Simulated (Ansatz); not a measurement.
**AlClH2N (SMILES [NH2][Al][Cl]): UMP2/aug-cc-pVDZ**

Aim: the vertical electron affinity of AlClH2N at UMP2/aug-cc-pVDZ, from 2 runs. 

The results are computed with Ansatz 0.2.0.

**1. Starting point**

The species is AlClH2N (5 atoms), typed as a doublet with charge 0. SMILES: `[NH2][Al][Cl]`. Geometry: relaxed at PBE0-D4/def2-TZVP.

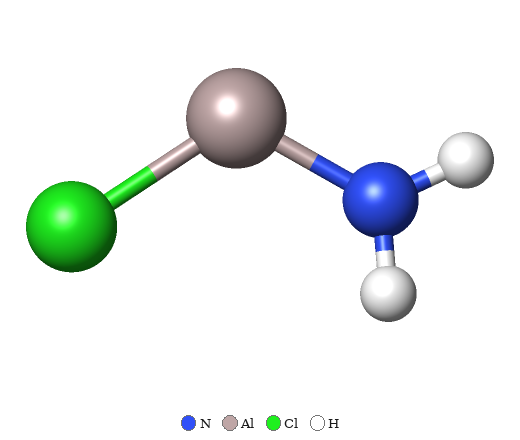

Viewed from a chosen angle; nitrogen blue, aluminium light grey, chlorine green, hydrogen white.

**2. The energy at UMP2/aug-cc-pVDZ**

molecule.yaml reads:

```yaml
crystal:
  periodic: [false, false, false]
  atoms:
    - {symbol: "N", position_ang: [-0.549400, 0.461700, -0.232000]}
    - {symbol: Al, position_ang: [0.402600, -0.291600, 1.049100]}
    - {symbol: Cl, position_ang: [1.907000, -1.649700, 0.440800]}
    - {symbol: H, position_ang: [-1.293600, 1.123300, -0.083500]}
    - {symbol: H, position_ang: [-0.416600, 0.282700, -1.215900]}
basis:
  gaussian:
    orbitals: aug-cc-pVDZ
magnetization:
  spin_polarized: true
  initial_magnetization: 1
correlation:
  method: mp2
  frozen_orbitals: {Al: 5, Cl: 5, H: 0, "N": 1}
accuracy: high
```

The run is started by

```console
$ ansatz run molecule.yaml --threads 1 --pin off --max-ram 2610MiB --events-out events.jsonl --progress --plain --runs-dir runs
```

The program printed:

```text
Warning: RAYON_NUM_THREADS=1 ignored (pool sized by the plan → 1); use --threads N
Functional definition: HF
  name "HF"
  exchange = exact_x
  correlation = 0
1868 factors; integrals over basis functions are off by at most 3.7e-9 eV
mean field evaluation 1: about -20598.3467 eV, gradient 2.8e1 eV
mean field evaluation 2: about -20598.3747 eV, gradient 2.8e1 eV
mean field evaluation 4: about -20602.4499 eV, gradient 2.5e0 eV
mean field evaluation 8: about -20602.5833 eV, gradient 1.6e-1 eV
mean field evaluation 16: about -20602.5840 eV, gradient 2.4e-8 eV
mean field -20602.58395692 eV, -757.1309954838 hartree, gradient 2.4e-8 eV, S^2 0.752827; 0 other end points of the search recorded, 0 dependent functions left out
11 core orbitals not correlated: weight in the atoms' cores, before any rotation towards them, 1.000 or more for the frozen orbitals, at most 0.000 for the correlated occupied ones
reference -20602.58395692 eV, -757.1309954838 hartree; 9, 8 occupied and 75, 76 virtual orbitals, 1868 factors
second order -10.19254116 eV of doubles, -0.00000000 eV of singles
Total energy: -20612.77649808 eV, -757.5055644628 hartree
```

It took 7.5 s on 1 thread of Arm Neoverse N1, shared host; peak memory 0.32 GiB.

**3. The singlet anion**

job.yaml reads:

```yaml
crystal:
  periodic: [false, false, false]
  atoms:
    - {symbol: N, position_ang: [-0.549400, 0.461700, -0.232000]}
    - {symbol: Al, position_ang: [0.402600, -0.291600, 1.049100]}
    - {symbol: Cl, position_ang: [1.907000, -1.649700, 0.440800]}
    - {symbol: H, position_ang: [-1.293600, 1.123300, -0.083500]}
    - {symbol: H, position_ang: [-0.416600, 0.282700, -1.215900]}
basis:
  gaussian: {orbitals: aug-cc-pVDZ}
total_charge: -1
correlation: {method: mp2, frozen_orbitals: {Al: 5, Cl: 5, H: 0, "N": 1}}
accuracy: high
```

The run is started by

```console
$ ansatz run job.yaml --threads 1 --pin off --max-ram 2610MiB --events-out events.jsonl --progress --plain --runs-dir runs
```

The program printed:

```text
Warning: RAYON_NUM_THREADS=1 ignored (pool sized by the plan → 1); use --threads N
[... 4 set-up lines as earlier in the session ...]
1868 factors; integrals over basis functions are off by at most 3.7e-9 eV
mean field evaluation 1: about -20601.1228 eV, gradient 2.3e1 eV
mean field evaluation 2: about -20601.1515 eV, gradient 2.3e1 eV
mean field evaluation 4: about -20602.6844 eV, gradient 2.8e0 eV
mean field evaluation 8: about -20602.7389 eV, gradient 2.0e-1 eV
mean field evaluation 16: about -20602.7397 eV, gradient 4.0e-8 eV
mean field -20602.73974243 eV, -757.1367204957 hartree, gradient 4.0e-8 eV, S^2 0.000000; 0 other end points of the search recorded, 0 dependent functions left out; unrestricted orbitals would lower it
11 core orbitals not correlated: weight in the atoms' cores, before any rotation towards them, 1.000 or more for the frozen orbitals, at most 0.000 for the correlated occupied ones
reference -20602.73974243 eV, -757.1367204957 hartree; 9, 9 occupied and 75, 75 virtual orbitals, 1868 factors
second order -11.05332355 eV of doubles, -0.00000000 eV of singles
Total energy: -20613.79306598 eV, -757.5429226440 hartree
```

Run time: 6.9 s. Hardware: 1 thread of Arm Neoverse N1, shared host; peak memory 0.26 GiB.

**4. What came out**

Level: UMP2/aug-cc-pVDZ, 11 core orbitals frozen.

| quantity | value |
| --- | --- |
| doublet AlClH2N: total energy | -757.50556 Eh |
| doublet AlClH2N: correlation energy (11 core orbitals frozen) | -374.6 mEh |
| doublet AlClH2N: ⟨S²⟩ | 0.753 |
| singlet anion: total energy | -757.54292 Eh |
| singlet anion: correlation energy (11 core orbitals frozen) | -406.2 mEh |
| vertical electron affinity (to the singlet anion) | 1.017 eV |

What this shows: At fixed nuclei the extra electron is bound by 1.02 eV (23 kcal/mol). The restricted solution (singlet anion) is unstable to spin breaking: an unrestricted one lies lower.
